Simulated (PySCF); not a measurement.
## Electronic structure of CH$_{6}$N$_{2}$O$_{2}$Si$_{2}$ (SMILES O=C(O)[SiH]1N[SiH2]N1) in real space

```xyz
13

O     2.7535    1.1028   -0.8281
C     1.7962    0.3843   -0.6837
O     1.7563   -0.8640   -1.1760
Si    0.1985    0.8906    0.2780
N    -1.2956    0.4644   -0.5013
Si   -1.7236   -0.7053    0.7276
N    -0.2559   -0.2119    1.5426
H     2.6074   -1.0123   -1.6248
H     0.4270    2.3178    0.6389
H    -1.6940    0.6952   -1.3988
H    -2.9941   -0.4309    1.4690
H    -1.7739   -2.1320    0.2804
H     0.2020   -0.5185    2.3874
```

Geometry: PBE0-D3(BJ)/def2-SVP.

Method: PBE0/pcSseg-1, SCF density, gas phase, non-relativistic in PySCF.

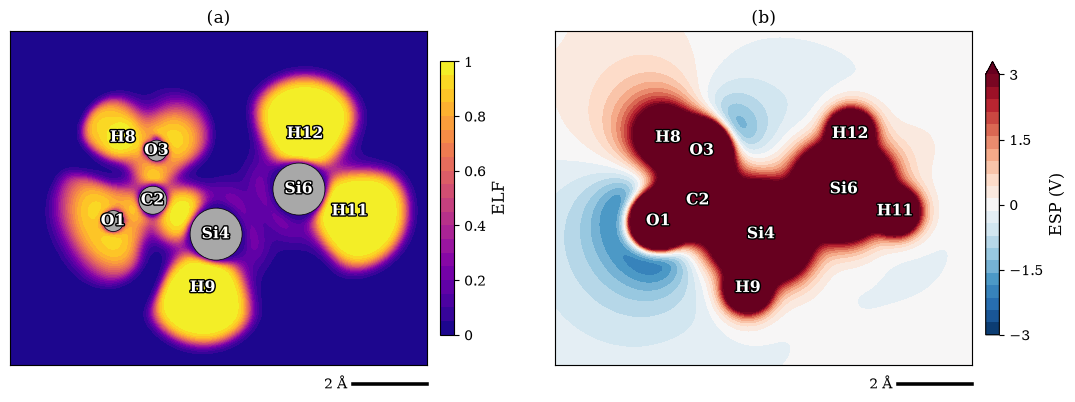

Figure 1. (a) electron localisation function; (b) molecular electrostatic potential on the plane of atoms C2, Si4 and H9. Grey discs cover the atomic cores in the ELF map.

Read the bonding off the picture.

The section cuts through O, C, Si and H sites. C–O (1.21 Å): the ELF peaks at about 0.85 between the atoms; a short, multiple covalent bond. C–Si (1.93 Å): the ELF peaks at about 1 between the atoms, as expected for localised, covalent bonding. O–H (0.97 Å): the ELF climbs to about 1 towards the hydrogen, as it does in any bond to H: an ordinary covalent bond to hydrogen. C–O (1.34 Å): the ELF peaks at about 0.90 between the atoms; a shared but strongly polarised pair. Si–H (1.49 Å): the ELF climbs to about 1 towards the hydrogen. The ELF also peaks beside O1 and O3, away from the bonds: lone-pair regions. Outside the dense part of the molecule the potential is most negative (−2.0 V) near O1.

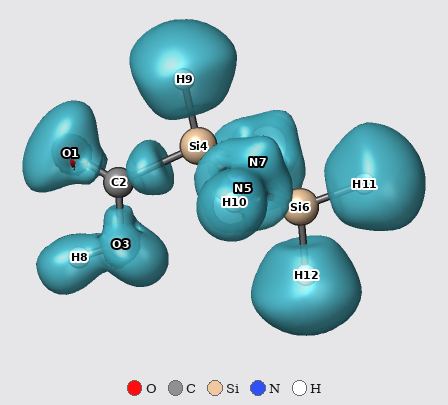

Figure 2. Isosurface of the electron localisation function at 0.75 (cyan), seen across its widest extent. Only the valence region is drawn (cores and ρ < 0.01 e/Å³ removed).

Identify the bonds, lone pairs and shells in this picture.

At this value the surface marks out one region between bonded C–Si atoms (shared pairs), three regions around hydrogen nuclei, one region on O in which the atom's valence shell and bonds are merged, two joined regions spread over several atoms (H, N), in which their bonds and any lone pairs are merged and one joined region spread over several atoms (H, O), in which their bonds and any lone pairs are merged. Along the contacts the grid gives the following. Si–N (1.74 Å): the ELF peaks at about 0.90 between the atoms; a polar covalent bond.

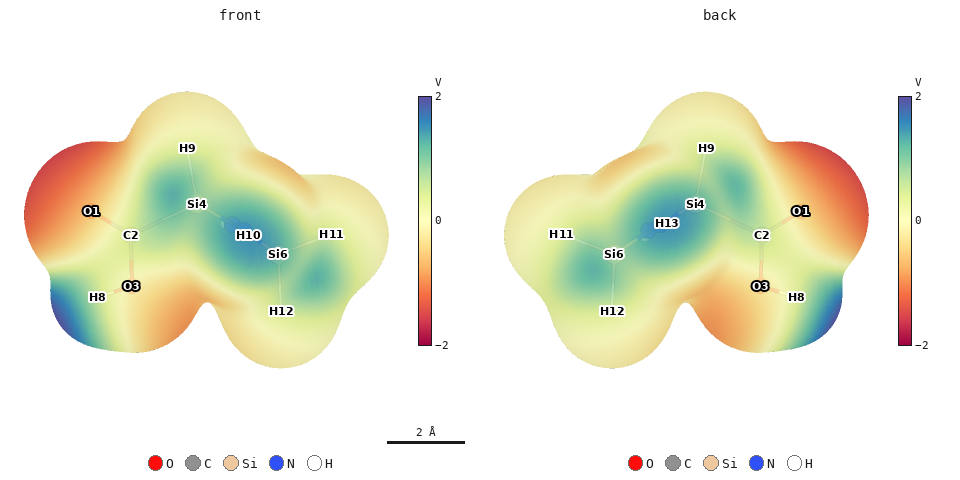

Figure 3. The electrostatic potential painted on the density surface at 0.001 e/bohr³, seen from the front and from behind; red is negative and blue positive.

Which sites attract a positive test charge, and which a negative one?

A positive charge is drawn to the negative regions and a negative charge to the positive ones. The most negative region (about −1.5 V, or −35 kcal/mol for a unit charge) lies over O1, the most positive (about +1.9 V, or +44 kcal/mol for a unit charge) over H8. O1 is the likeliest acceptor of a hydrogen bond.
